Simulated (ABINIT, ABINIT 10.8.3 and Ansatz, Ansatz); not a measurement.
**Excitons of MgO (Periclase): kernels and approximations**

Wanted: excitons and ε₂ of MgO (Periclase), with cost.

Method: PBE and many-body steps on it, plane waves, in ABINIT 10.8.3 and Ansatz 0.2.0.

The database entry behind the starting cell differs from later determinations by our own check (about 0.1 % long), so it need not match the best structure at ambient conditions.

### 1. The starting structure

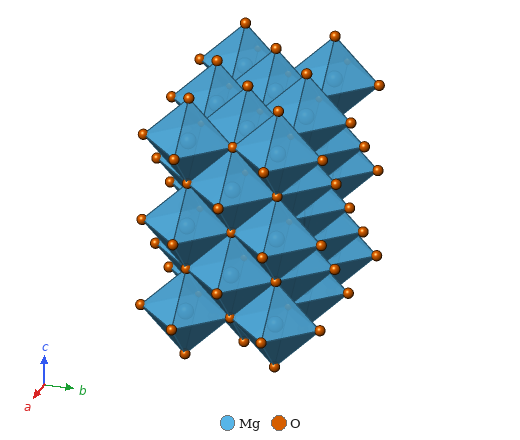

The starting structure, seen slightly off an axis (magnesium blue, oxygen orange). 2×1×2 cells are drawn. This picture shows the conventional cell, with its axes. Some periodic images of atoms are drawn too.

As a file:

```cif
data_structure
_symmetry_space_group_name_H-M 'Fm-3m'
_symmetry_Int_Tables_number 225
_cell_length_a 4.2170
_cell_length_b 4.2170
_cell_length_c 4.2170
_cell_angle_alpha 90.000
_cell_angle_beta 90.000
_cell_angle_gamma 90.000
_cell_volume 74.99
loop_
_atom_site_label
_atom_site_type_symbol
_atom_site_symmetry_multiplicity
_atom_site_Wyckoff_symbol
_atom_site_fract_x
_atom_site_fract_y
_atom_site_fract_z
_atom_site_occupancy
Mg1 Mg 4 a 0.00000 0.00000 0.00000 1
O1 O 4 b 0.50000 0.00000 0.00000 1
```

The cell and positions come from the Crystallography Open Database and are kept as given unless a step says otherwise.

### 2. Empty states on the mesh, 6×6×6 mesh, 118 bands

This step: ABINIT 10.8.3; DFT, PBE, plane waves, norm-conserving pseudopotentials.

The sums over transitions need many empty states on a uniform mesh; this step solves for them.

Contents of run.abi:

```
acell 3*1.0 Angstrom
rprim 
  -0.000000000000 2.108500000000 2.108500000000
  2.108500000000 0.000000000000 2.108500000000
  2.108500000000 2.108500000000 0.000000000000
ntypat 2
znucl 12 8
natom 2
typat 1 2
xred 
  0.000000000000 0.000000000000 0.000000000000
  0.500000000000 0.500000000000 0.500000000000
pp_dirpath "pseudos"
pseudos "Mg.upf, O.upf"
ecut 38
ngkpt 6 6 6
nshiftk 1
shiftk 0 0 0
kptopt 1
chksymbreak 0
irdden 1
istwfk *1
nband 118
prtvol 0
optdriver 6
gwr_task "HDIAGO"
paral_kgb 0
occopt 1
indata_prefix "in"
outdata_prefix "out"
tmpdata_prefix "tmp"
```

The run is started by

```bash
$ OMP_NUM_THREADS=1 mpirun -n 4 abinit run.abi > log
```

Log:

```text
.Version 10.8.3 of ABINIT. v10.8.2 released Aug 2026.

 Symmetries : space group Fm -3 m (#225); Bravais cF (face-center cubic)
[... echo of the input left out ...]
== DATASET  1 ==================================================================
-   mpi_nproc: 4, omp_nthreads: 1 (-1 if OMP is not activated)

--- !DatasetInfo
iteration_state: {dtset: 1, }
dimensions: {natom: 2, nkpt: 16, mband: 118, nsppol: 1, nspinor: 1, nspden: 1, mpw: 1430, }
cutoff_energies: {ecut:  38.0, pawecutdg:  -1.0, }
[...]
Direct band gap semiconductor
 Fundamental gap:     4.733 (eV)
   VBM:     4.693 (eV) at k: [ 0.0000E+00,  0.0000E+00,  0.0000E+00]
   CBM:     9.426 (eV) at k: [ 0.0000E+00,  0.0000E+00,  0.0000E+00]
 Direct gap:         4.733 (eV) at k: [ 0.0000E+00,  0.0000E+00,  0.0000E+00]

== END DATASET(S) ==============================================================
================================================================================

 -outvars: echo values of variables after computation  --------
           etotal      0.0000000000E+00
            nband         118
             nkpt          16
          spgroup         225
 [... the other variables as echoed above ...]

 Calculation completed.
```

The job ended after 12 s (4 MPI ranks of Arm Neoverse V1, shared host; peak memory 0.68 GiB; 46 s of CPU time).

This step gave:

```
gap                                                           : 4.733 eV
k of the valence top                                          : 0, 0, 0
k of the conduction bottom                                    : 0, 0, 0
least direct gap                                              : 4.733 eV
k points computed                                             : 16
lowest point of the top converged band, above the valence top : 159.2298 eV
```

On this mesh the gap is 4.733 eV.

The density comes from a self-consistent run that is not shown.

### 3. Screening, 6×6×6 mesh, 110 bands, screening to 239.5 eV

The RPA dielectric matrix is built and inverted for each q.

This step: RPA screening on PBE, plane waves, norm-conserving pseudopotentials.

Changes to run.abi since step 2:

```diff
@@ -20,10 +20,11 @@
 chksymbreak 0
-irdden 1
 istwfk *1
-nband 118
-prtvol 0
-optdriver 6
-gwr_task "HDIAGO"
-paral_kgb 0
 occopt 1
+irdwfk 1
+optdriver 3
+nband 110
+ecuteps 8.8
+inclvkb 2
+awtr 1
+symchi 1
 indata_prefix "in"
```

Log:

```text
.Version 10.8.3 of ABINIT. v10.8.2 released Aug 2026.

 Symmetries : space group Fm -3 m (#225); Bravais cF (face-center cubic)
[... echo of the input left out ...]
== DATASET  1 ==================================================================
-   mpi_nproc: 4, omp_nthreads: 1 (-1 if OMP is not activated)

--- !DatasetInfo
iteration_state: {dtset: 1, }
dimensions: {natom: 2, nkpt: 16, mband: 110, nsppol: 1, nspinor: 1, nspden: 1, mpw: 1430, }
cutoff_energies: {ecut:  38.0, pawecutdg:  -1.0, }
[...]
--------------------------------------------------------------------------------
[... chi0 elements left out ...]
 For q-point:  0.000010 0.000020 0.000030
  dielectric constant =   3.0350
  dielectric constant without local fields =   3.2570

  Average fulfillment of the sum rule on Im[epsilon] for q-point    1 :     75.55  [%]
[... wings left out ...]
  q-point number  2        q = ( 0.166667, 0.000000, 0.000000) [r.l.u.]
--------------------------------------------------------------------------------
[... chi0 elements left out ...]
  Average fulfillment of the sum rule on Im[epsilon] for q-point    2 :     89.13  [%]

 [... 14 further q-points ...]
```

Run time: 86 s. Hardware: 4 MPI ranks; peak memory 0.84 GiB; 5.7 min of CPU time.

This step gave:

- ε∞ with local fields, on this mesh, along the program's q direction: 3.035
- the same without local fields: 3.257
- plasma frequency: 34.30 eV
- plane waves in the screening matrix: 169

Local fields lower ε∞ by 7 %.

### 4. Self-energy, 6×6×6 mesh, 110 bands, screening to 239.5 eV

The self-energy is evaluated for the states that the input lists, and the levels follow from it, in one-shot runs by the linearised quasiparticle equation.

This step: G0W0 on PBE, plane waves, norm-conserving pseudopotentials.

Changes to run.abi since step 3:

```diff
@@ -23,8 +23,15 @@
 irdwfk 1
-optdriver 3
+optdriver 4
 nband 110
+gwcalctyp 0
+ecutsigx 38
+symsigma 1
+nkptgw 1
+kptgw 
+  0.0000000000 0.0000000000 0.0000000000
+bdgw 
+  6 12
 ecuteps 8.8
-inclvkb 2
-awtr 1
-symchi 1
+irdscr 1
+ppmodel 1
 indata_prefix "in"
```

Log:

```text
.Version 10.8.3 of ABINIT. v10.8.2 released Aug 2026.

 Symmetries : space group Fm -3 m (#225); Bravais cF (face-center cubic)
[... echo of the input left out ...]
== DATASET  1 ==================================================================
-   mpi_nproc: 4, omp_nthreads: 1 (-1 if OMP is not activated)

--- !DatasetInfo
iteration_state: {dtset: 1, }
dimensions: {natom: 2, nkpt: 16, mband: 110, nsppol: 1, nspinor: 1, nspden: 1, mpw: 1430, }
cutoff_energies: {ecut:  38.0, pawecutdg:  -1.0, }
[...]
10  20.632  -9.568  -3.679  -4.640   0.866  -0.155  -8.487   1.081  21.713
       11  20.632  -9.568  -3.679  -4.640   0.866  -0.155  -8.487   1.081  21.713
       12  20.632  -9.568  -3.679  -4.640   0.866  -0.155  -8.487   1.081  21.713

== END DATASET(S) ==============================================================
================================================================================

 -outvars: echo values of variables after computation  --------
           etotal      0.0000000000E+00
            nband         110
             nkpt          16
          spgroup         225
 [... the other variables as echoed above ...]

 Calculation completed.
```

The job ended after 6.8 s (4 MPI ranks; peak memory 0.78 GiB; 27 s of CPU time).

This step gave:

```yaml
g0w0_gap_on_the_points_computed: 7.024 eV
starting_gap_on_the_mesh: 4.733 eV
k_of_the_valence_top: 0, 0, 0
k_of_the_conduction_bottom: 0, 0, 0
least_direct_g0w0_gap_on_the_computed_points: 7.024 eV
```

The gap on the mesh goes from 4.73 eV to 7.02 eV, a correction of +2.29 eV.

The gap opens by 2.291 eV; the next steps shift the empty bands rigidly by 2.291 eV.

### 5. Excitons

Light makes an electron and a hole together. The Bethe-Salpeter equation adds their screened attraction and their exchange, in a window of bands around the gap.

This step: Bethe-Salpeter equation on PBE with a scissors shift, plane waves, norm-conserving pseudopotentials.

Changes to run.abi since step 4:

```diff
@@ -23,15 +23,17 @@
 irdwfk 1
-optdriver 4
-nband 110
-gwcalctyp 0
-ecutsigx 38
-symsigma 1
-nkptgw 1
-kptgw 
-  0.0000000000 0.0000000000 0.0000000000
-bdgw 
-  6 12
-ecuteps 8.8
+optdriver 99
+bs_calctype 1
+mbpt_sciss 2.291 eV
+bs_loband 6
+nband 10
+bs_exchange_term 1
+bs_coulomb_term 11
+bs_coupling 0
+bs_algorithm 1
+bs_freq_mesh 0 13 0.1 eV
+zcut 0.15 eV
+ecuteps 4
+ecutwfn 19
+inclvkb 2
 irdscr 1
-ppmodel 1
 indata_prefix "in"
```

Log:

```text
.Version 10.8.3 of ABINIT. v10.8.2 released Aug 2026.

 Symmetries : space group Fm -3 m (#225); Bravais cF (face-center cubic)
[... echo of the input left out ...]
== DATASET  1 ==================================================================
-   mpi_nproc: 4, omp_nthreads: 1 (-1 if OMP is not activated)

--- !DatasetInfo
iteration_state: {dtset: 1, }
dimensions: {natom: 2, nkpt: 16, mband: 10, nsppol: 1, nspinor: 1, nspden: 1, mpw: 531, }
cutoff_energies: {ecut:  19.0, pawecutdg:  -1.0, }
electrons: {nelect:   1.60000000E+01, charge:   0.00000000E+00, occopt:   1.00000000E+00, tsmear:   1.00000000E-02, }

 Exciton: Calculation of dielectric properties by solving the Bethe-Salpeter equation
 in frequency domain and reciprocal space on a transitions basis set.
 Based on a program developed by L. Reining, V. Olevano, F. Sottile,
 S. Albrecht, and G. Onida. Incorporated in ABINIT by M. Giantomassi.

.Using double precision arithmetic ; gwpc =  8

[... cell and pseudopotentials left out ...]
--------------------------------------------------------------------------------

 ==== K-mesh for the wavefunctions ====
 Number of points in the irreducible wedge :    16
[... list of points left out ...]
 Together with 48 symmetry operations and time-reversal symmetry
 yields   216 points in the full Brillouin Zone.

 ==== Q-mesh for the screening function ====
 Number of points in the irreducible wedge :    16
[... list of points left out ...]
 Together with 48 symmetry operations and time-reversal symmetry
 yields   216 points in the full Brillouin Zone.

 vcoul_init : cutoff-mode = AUXILIARY_FUNCTION
 q-points for optical limit:   1
     1)      0.000010    0.000020    0.000030
 setmesh: FFT mesh size selected  =    15x   15x   15
          total number of points  =         3375

 ==== Fundamental parameters for the solution of the Bethe-Salpeter equation: ====
 Algorithm: Direct diagonalization.
 Dimension of the v, W matrices,  npweps  = 59
 Cutoff for the wavefunctions,    npwwfn  = 531
 Number of k-points in the IBZ,   nkibz   = 16
 Highest empty band included,     nband   = 10
 === Spin UP ===
 Number of resonant transitions          1296
 Lowest occupied state                   6
 Highest occupied state                  8
 Lowest unoccupied state                 9
 Highest unoccupied state                10
 Minimum frequency [eV]           Emin    =   0.00
 Maximum frequency [eV]           Emax    =  13.00
 Frequency step [eV]              dE      =   0.10
 Lorentzian broadening [eV]       eta     =   0.15
 RPA L0 with KS energies and KS wavefunctions
 Scissors operator energy [eV] =          2.29
 Local fields effects (v term) included
 Excitonic effects (W term) included
 Full W_GG' included
 W is read from an external SCR file
 Resonant-only calculation (Hermitian case)

 Calculating epsilon_Macro(q-->0,w), along the following directions:
 q = (  0.732254  0.000000  0.000000) [r.l.u.]
 q = (  0.000000  0.732254  0.000000) [r.l.u.]
 q = (  0.000000  0.000000  0.732254) [r.l.u.]
 q = (  0.000000  0.634151  0.634151) [r.l.u.]
 q = (  0.634151  0.000000  0.634151) [r.l.u.]
 q = (  0.634151  0.634151  0.000000) [r.l.u.]
 Number of electrons calculated from density =   15.9490; Expected =   16.0000
 average of density, n =  0.126063
 r_s =    1.2372
 omega_plasma =   34.2491 [eV]

. Writing resonant excitonic Hamiltonian on file out_BSR; file size=   0.01 [Gb].
 Direct diagonalization of the resonant excitonic Hamiltonian, Matrix size= 1296
. Using LAPACK sequential version.
 Excitonic eigenvalues in eV up to n=   32
   6.13034   6.13109   6.13117   7.46205   7.46790   7.46842   7.70013   7.70087
   7.70090   7.71334   7.71339   7.79977   7.79979   7.80011   7.81402   7.81411
   7.81414   7.81743   7.81745   8.38724   8.38919   8.38937   8.42837   8.42842
   8.42916   8.45728   8.45774   8.45776   8.48243   8.48245   8.48246   9.02745

 First excitonic eigenvalue=    6.13 [eV]
 Last  excitonic eigenvalue=   19.88 [eV]

 GW  direct gap       7.02  0.00 [eV]
 EXC direct gap       6.13  0.00 [eV]
 EXC binding energy   0.89  0.00 [eV]

 Excitonic eigenvalues up to the GW energy gap [eV]
  1 (  6.13  0.00)
  2 (  6.13  0.00)
  3 (  6.13  0.00)

 Macroscopic dielectric function:
 omega [eV] <KS_RPA_nlf>  <GW_RPA_nlf>  <BSE>
   0.0000   2.6022   0.0000   2.2886   0.0000   2.5770   0.0000
   0.1000   2.6024   0.0006   2.2887   0.0003   2.5772   0.0006
   0.2000   2.6031   0.0012   2.2890   0.0006   2.5778   0.0011
   0.3000   2.6041   0.0018   2.2895   0.0009   2.5787   0.0017
   0.4000   2.6055   0.0025   2.2902   0.0012   2.5801   0.0023
   0.5000   2.6074   0.0031   2.2910   0.0015   2.5818   0.0029
   0.6000   2.6096   0.0037   2.2921   0.0017   2.5839   0.0035
   0.7000   2.6123   0.0044   2.2934   0.0020   2.5864   0.0040
   0.8000   2.6155   0.0050   2.2948   0.0023   2.5893   0.0046
   0.9000   2.6190   0.0057   2.2965   0.0026   2.5925   0.0053

 Writing KS-RPA macroscopic dielectric function without local fields to file: out_RPA_NLF_MDF
 Writing GW-RPA macroscopic dielectric function without local fields to file: out_GW_NLF_MDF
 Writing EXC Macroscopic dielectric function to file: out_EXC_MDF

== END DATASET(S) ==============================================================
================================================================================

 -outvars: echo values of variables after computation  --------
           etotal      0.0000000000E+00
            nband          10
             nkpt          16
          spgroup         225
 [... the other variables as echoed above ...]

 Calculation completed.
```

Wall time 20 s (4 MPI ranks); peak memory 0.29 GiB.

This step gave:

* direct gap of the transition levels: 7.024 eV
* transitions in the window: 1296
* first strong exciton (over a fiftieth of the strongest listed): 6.130 eV
* lowest state: 6.130 eV
* binding of the lowest state below the direct gap: 0.8937 eV
* Coulomb term of one mesh cell: 0.8454 eV

The binding is 1.1 times the screened Coulomb term of one mesh cell (0.85 eV), so it is not shown settled.

The lowest state lies at 6.130 eV, 0.894 eV under the direct gap.

Lines within 3 meV are set at the lowest of them, and the highest group, which the list may cut short, is left out; lines within 3 meV are set at the lowest of them, and the highest group, which the list may cut short, is left out. Exciton lines, with heights relative to the strongest:

| position (eV) | lines merged | oscillator strength, relative |
| --- | --- | --- |
| 6.130 | 3 | 52 |
| 7.462 | 1 | 53 |
| 7.468 | 2 | 100 |
| 7.700 | 3 | 0.0 |
| 7.713 | 2 | 0.0 |

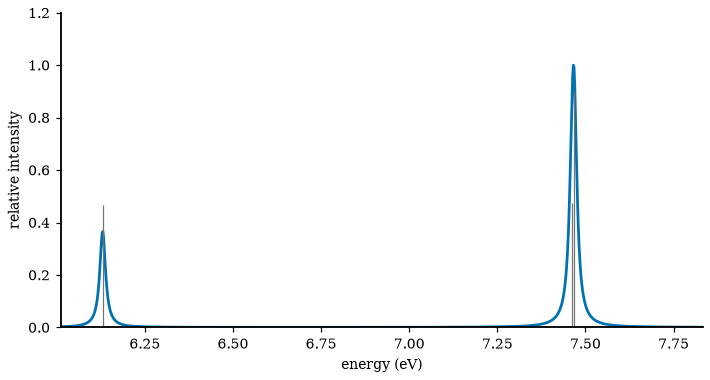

The exciton spectrum, broadened with Lorentzians of width 0.020 eV; bars mark the lines.

The ε₂ has structure finer than the step of the table below, so its rows give means over 0.5 eV, whole bins alone (the curve runs from 0 to 13 eV). Peaks (eV: height): BSE 6.10: 2.87, 7.50: 8.13, 8.40: 2.33, 9.20: 6.57, 10.90: 3.95, 12.30: 5.18; no electron-hole interaction 7.00: 1.05, 8.60: 3.36, 9.30: 1.90, 10.40: 3.72, 11.30: 4.11, 12.10: 4.75, 12.80: 3.75; Kohn-Sham, no shift 6.30: 3.32, 8.10: 3.68, 9.00: 4.09, 9.80: 4.76, 10.50: 3.77, 11.00: 6.99, 12.70: 3.68.

Mean over the three Cartesian directions of q; broadening 0.15 eV; transition window only. Limits: finite bands, cutoff and mesh; exciton not shown settled in the k mesh. ε₂ against photon energy; means over each step:

| photon energy (eV) | BSE | no electron-hole interaction | Kohn-Sham, no shift |
| --- | --- | --- | --- |
| 0.5 | 0.00289 | 0.00146 | 0.00310 |
| 1.0 | 0.00591 | 0.00294 | 0.00640 |
| 1.5 | 0.00924 | 0.00454 | 0.0101 |
| 2.0 | 0.0131 | 0.00625 | 0.0145 |
| 2.5 | 0.0177 | 0.00820 | 0.0203 |
| 3.0 | 0.0236 | 0.0104 | 0.0286 |
| 3.5 | 0.0317 | 0.0131 | 0.0434 |
| 4.0 | 0.0436 | 0.0164 | 0.0845 |
| 4.5 | 0.0638 | 0.0208 | 0.465 |
| 5.0 | 0.106 | 0.0269 | 0.444 |
| 5.5 | 0.262 | 0.0368 | 0.222 |
| 6.0 | 1.67 | 0.0573 | 1.02 |
| 6.5 | 0.877 | 0.145 | 1.81 |
| 7.0 | 1.25 | 0.673 | 1.31 |
| 7.5 | 5.21 | 0.237 | 0.805 |
| 8.0 | 1.33 | 0.327 | 2.72 |
| 8.5 | 1.69 | 1.95 | 2.58 |
| 9.0 | 3.65 | 1.22 | 3.17 |
| 9.5 | 3.50 | 1.08 | 3.27 |
| 10.0 | 2.16 | 1.31 | 3.08 |
| 10.5 | 2.18 | 3.00 | 3.22 |
| 11.0 | 3.21 | 2.70 | 5.26 |
| 11.5 | 2.21 | 2.98 | 3.09 |
| 12.0 | 3.60 | 3.97 | 3.01 |
| 12.5 | 3.61 | 2.73 | 3.40 |

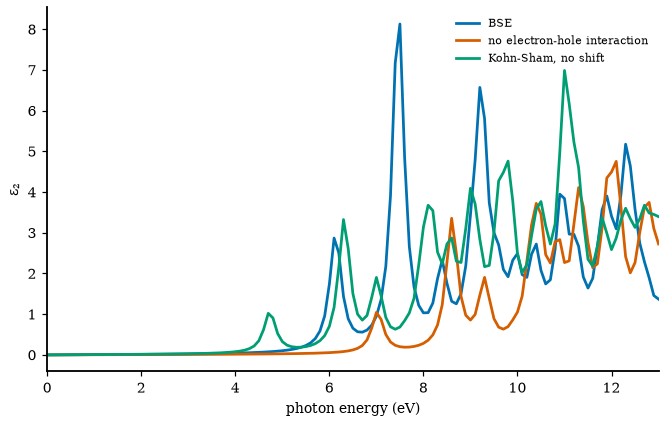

ε₂, plotted against photon energy.

### 6. Triplet (no exchange term)

Changes to run.abi since step 5:

```diff
@@ -28,3 +28,3 @@
 nband 10
-bs_exchange_term 1
+bs_exchange_term 0
 bs_coulomb_term 11
@@ -32,3 +32,3 @@
 bs_algorithm 1
-bs_freq_mesh 0 13 0.1 eV
+bs_freq_mesh 0 11 0.1 eV
 zcut 0.15 eV
```

Log:

```text
.Version 10.8.3 of ABINIT. v10.8.2 released Aug 2026.

 Symmetries : space group Fm -3 m (#225); Bravais cF (face-center cubic)
[... echo of the input left out ...]
== DATASET  1 ==================================================================
-   mpi_nproc: 4, omp_nthreads: 1 (-1 if OMP is not activated)

--- !DatasetInfo
iteration_state: {dtset: 1, }
dimensions: {natom: 2, nkpt: 16, mband: 10, nsppol: 1, nspinor: 1, nspden: 1, mpw: 531, }
cutoff_energies: {ecut:  19.0, pawecutdg:  -1.0, }
electrons: {nelect:   1.60000000E+01, charge:   0.00000000E+00, occopt:   1.00000000E+00, tsmear:   1.00000000E-02, }

 Exciton: Calculation of dielectric properties by solving the Bethe-Salpeter equation
 in frequency domain and reciprocal space on a transitions basis set.
 Based on a program developed by L. Reining, V. Olevano, F. Sottile,
 S. Albrecht, and G. Onida. Incorporated in ABINIT by M. Giantomassi.

.Using double precision arithmetic ; gwpc =  8

[... cell and pseudopotentials left out ...]
--------------------------------------------------------------------------------

 ==== K-mesh for the wavefunctions ====
 Number of points in the irreducible wedge :    16
[... list of points left out ...]
 Together with 48 symmetry operations and time-reversal symmetry
 yields   216 points in the full Brillouin Zone.

 ==== Q-mesh for the screening function ====
 Number of points in the irreducible wedge :    16
[... list of points left out ...]
 Together with 48 symmetry operations and time-reversal symmetry
 yields   216 points in the full Brillouin Zone.

 vcoul_init : cutoff-mode = AUXILIARY_FUNCTION
 q-points for optical limit:   1
     1)      0.000010    0.000020    0.000030
 setmesh: FFT mesh size selected  =    15x   15x   15
[...]
q = (  0.634151  0.634151  0.000000) [r.l.u.]
 Number of electrons calculated from density =   15.9490; Expected =   16.0000
 average of density, n =  0.126063
 r_s =    1.2372
 omega_plasma =   34.2491 [eV]

. Writing resonant excitonic Hamiltonian on file out_BSR; file size=   0.01 [Gb].
 Direct diagonalization of the resonant excitonic Hamiltonian, Matrix size= 1296
. Using LAPACK sequential version.
 Excitonic eigenvalues in eV up to n=   32
   6.10084   6.10220   6.10232   7.36202   7.37121   7.37195   7.70012   7.70059
   7.70067   7.70451   7.70462   7.79504   7.79508   7.79551   7.81387   7.81396
   7.81400   7.81743   7.81745   8.35600   8.35908   8.35934   8.41898   8.41907
   8.42004   8.45727   8.45773   8.45775   8.48242   8.48244   8.48245   8.94666

 First excitonic eigenvalue=    6.10 [eV]
 Last  excitonic eigenvalue=   18.63 [eV]

 GW  direct gap       7.02  0.00 [eV]
 EXC direct gap       6.10  0.00 [eV]
 EXC binding energy   0.92  0.00 [eV]

 Excitonic eigenvalues up to the GW energy gap [eV]
  1 (  6.10  0.00)
  2 (  6.10  0.00)
  3 (  6.10  0.00)

 Macroscopic dielectric function:
 omega [eV] <KS_RPA_nlf>  <GW_RPA_nlf>  <BSE>
   0.0000   2.6022   0.0000   2.2886   0.0000   2.6162   0.0000
   0.1000   2.6024   0.0006   2.2887   0.0003   2.6165   0.0006
   0.2000   2.6031   0.0012   2.2890   0.0006   2.6171   0.0012
[...]
0.8000   2.6155   0.0050   2.2948   0.0023   2.6295   0.0050
   0.9000   2.6190   0.0057   2.2965   0.0026   2.6331   0.0057

 Writing KS-RPA macroscopic dielectric function without local fields to file: out_RPA_NLF_MDF
 Writing GW-RPA macroscopic dielectric function without local fields to file: out_GW_NLF_MDF
 Writing EXC Macroscopic dielectric function to file: out_EXC_MDF

== END DATASET(S) ==============================================================
================================================================================

 -outvars: echo values of variables after computation  --------
           etotal      0.0000000000E+00
            nband          10
             nkpt          16
          spgroup         225
 [... the other variables as echoed above ...]

 Calculation completed.
```

Run time: 19 s. Hardware: 4 MPI ranks; peak memory 0.29 GiB; 74 s of CPU time.

The lowest triplet lies at 6.101 eV; without spin-orbit coupling triplets are dark, so no spectrum is read.

[end of part 1 of 3]

[Paths, hosts, dates, memory and timing lines, banners, echoed tables and standing remarks are left out of the program output.]

[Logs are printed without paths, hosts, clocks, repeated set-up lines and the standing remarks that a program may print on its own settings, such as how far it seeks lower states.]

[Runs of the session that timed out or met a known fault of the program may be left out.]

[Hosts, paths, dates, database ids (printed as entryN), source tags and the programs' standing remarks are cut or masked in the printed files.]

[G0W0 gaps are taken among the corrected bands and points alone; a level outside them can change the order at an edge.]

[Where Ansatz stands beside ABINIT at settings called matched, ABINIT's density can come from a denser mesh and the files from another edition; pairs whose starting gaps differed by over 0.03 eV were left out, so agreement reads better than it is.]
